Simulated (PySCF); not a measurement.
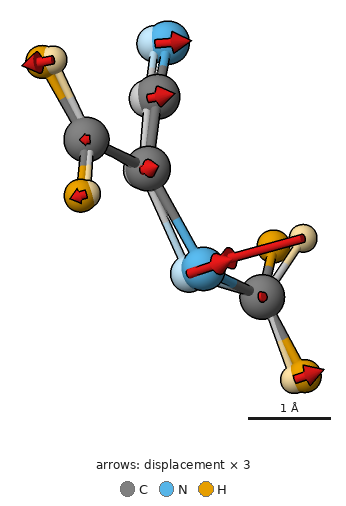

This is a relaxation of C4H4N2. The starting structure is drawn faded, the final one solid; red arrows show the displacements, magnified 3 times. The two geometries are superimposed by the best rigid fit.

The picture is a ball-and-stick view, seen from a free direction.

The start comes from GFN2-xTB.

Level of theory: PBE0-D3(BJ)/def2-SVP geometry optimisation, gas phase in PySCF. 

Q: Describe the change and its energy.

A: The atom that moves furthest after the best rigid fit is an H atom (0.45 Å). By element the largest moves are H 0.45 Å, N 0.24 Å, C 0.12 Å. Some distances before and after: C–C 1.426 → 1.446 Å, C–H 1.080 → 1.098 Å, C–H 1.093 → 1.106 Å, C–N 1.146 → 1.159 Å. Bond angles that change, for instance: C–N–C 122.5° → 120.5°. Groups turn about C–N by about 20°. Over 5 geometry steps the energy falls by 2.20 kcal/mol. The largest force component goes from 1.7 to 0.021 eV/Å.
